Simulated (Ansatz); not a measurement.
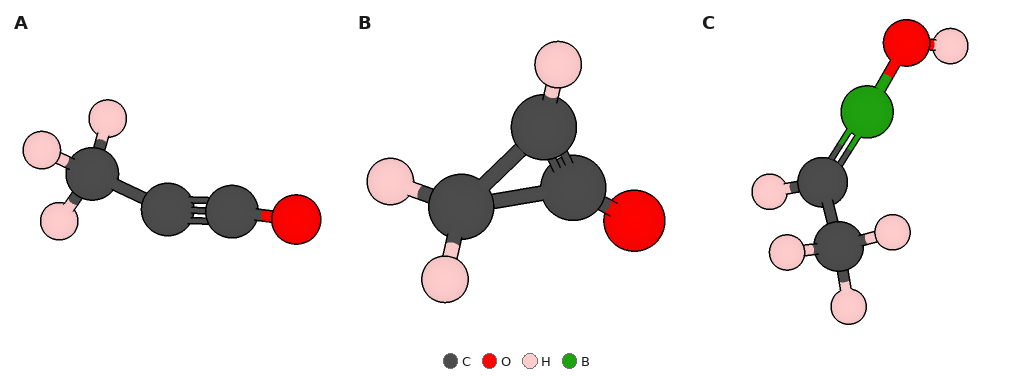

Source: calculation with Ansatz.

Which panel belongs to which SMILES?
(1) CC#C[O-]
(2) C/C=B/O
(3) [O-]C1=CC1

Answer. A is (1), B is (3), C is (2).
